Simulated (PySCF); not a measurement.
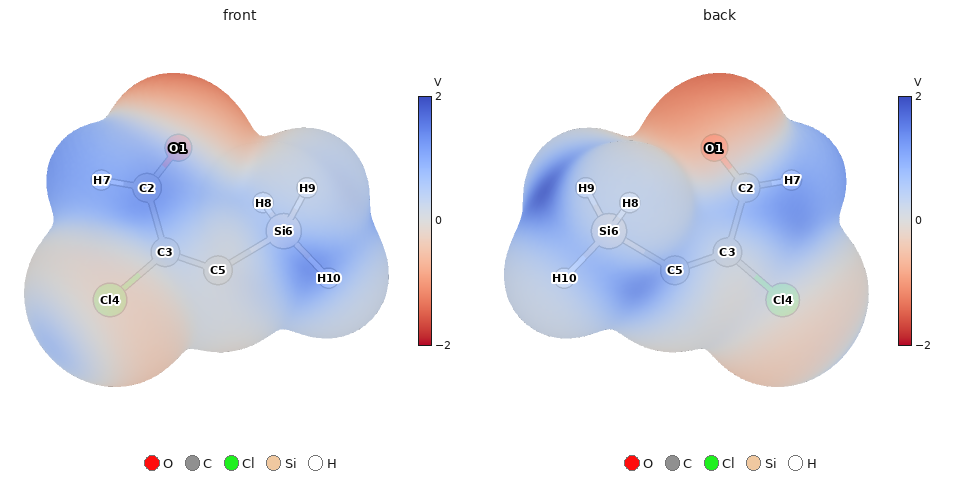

*C$_{3}$H$_{4}$ClOSi (SMILES O=C/C(Cl)=[C]\[SiH3]) (doublet). The molecular electrostatic potential painted on the density surface at 0.002 e/bohr³, seen from the front and from behind; the colour scale runs from red (negative) to blue (positive).*

Geometry: GFN2-xTB.

The calculation used PySCF 2.14.0, density-fitted response routines, UKS B3LYP, pcH-1 on C Cl H O Si, non-relativistic, mean-field spin-orbit, GIAO.

```xyz
10

O     0.7770    1.2481    1.0829
C     1.5094    0.6522    0.3450
C     1.0634   -0.3889   -0.6152
Cl    2.3671   -1.0714   -1.5620
C    -0.1890   -0.7405   -0.7182
Si   -1.7487   -0.2117    0.1407
H     2.5976    0.8277    0.3134
H    -1.5844   -0.5030    1.5636
H    -1.9590    1.2090   -0.1316
H    -2.8246   -1.0168   -0.4413
```

> Where is the surface potential most negative and most positive?

The most negative region (about −1.3 V) lies over O1, the most positive (about +1.6 V) over Si6. Cl4 shows a σ-hole: about +0.6 V at the tip opposite its bond, against about −0.1 V on its flanks. O1 is the likeliest acceptor of a hydrogen bond.
